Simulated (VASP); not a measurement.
Band structure of Cu3Au (L1_2). Method: optB88-vdW, VASP's PBE PAW potentials (set 64) (plane waves; VASP 6.6.1).

Unless said otherwise, spin-orbit coupling is left out, though it shifts the bands of the heavy elements here.

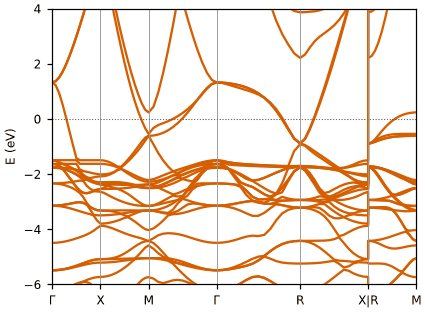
Figure: Bands along high-symmetry lines, zero at the valence-band maximum or, without a gap, the Fermi level

Q: Read the plot: is there a gap, and where are the band edges?

A: It has no gap at this level: it comes out as a metal or semimetal. (Edges off the drawn lines would not show.)

The compound is Cu3Au in the L1_2 structure. It was relaxed first.
